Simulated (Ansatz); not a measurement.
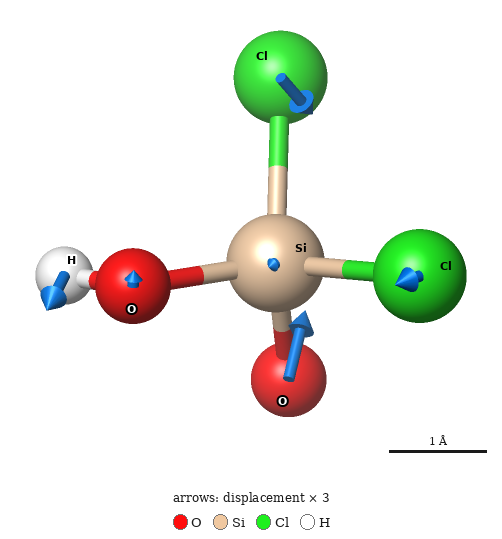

A relaxation of SiHO2Cl2 (multiplicity 2) (coarse preliminary run). The starting structure is drawn; blue arrows show the displacements, magnified 3 times. The two geometries are superimposed by the best rigid fit.

A ball-and-stick model, seen at a tilt.

The start comes from a force field.

Theory: Ansatz, UKS PBE-D4/def2-SVP.

The input:
```yaml
crystal:
  periodic: [false, false, false]
  atoms:
    - {symbol: O, position_ang: [-1.237300, -0.026900, 1.301200]}
    - {symbol: Si, position_ang: [-0.303700, 0.043800, -0.115900]}
    - {symbol: O, position_ang: [1.070300, -0.904600, 0.134900]}
    - {symbol: Cl, position_ang: [-1.299900, -0.719900, -1.739100]}
    - {symbol: Cl, position_ang: [0.263100, 2.013200, -0.552000]}
    - {symbol: H, position_ang: [1.549500, -0.469600, 0.924700]}
basis:
  gaussian: {orbitals: def2-SVP}
magnetization: {spin_polarized: true, initial_magnetization: 1}
hamiltonian: {xc: pbe, dispersion: d4}
relax: {f_tol: 0.03, max_steps: 200}
```

### What did the optimiser do to the structure, and how much energy did it gain?

Over 10 accepted moves (11 points after the start) the energy falls by 3.74 kcal/mol. The largest force component goes from 1.5 to 0.0064 eV/Å. The line search rejected the trial step at point 6 of the run. O1 moves most after the best rigid fit: 0.27 Å. Largest moves by element: O 0.27 Å, Cl 0.23 Å, H 0.21 Å, Si 0.04 Å. Among the contacts that change: O3–H6 1.021 → 0.975 Å, O1–Si2 1.698 → 1.654 Å, Si2–O3 1.688 → 1.655 Å, Si2–Cl5 2.095 → 2.082 Å. Among the angles between lasting bonds that change: O1–Si2–Cl5 111.2° → 95.0°, Si2–O3–H6 104.9° → 114.3°, O1–Si2–O3 107.5° → 116.3°.
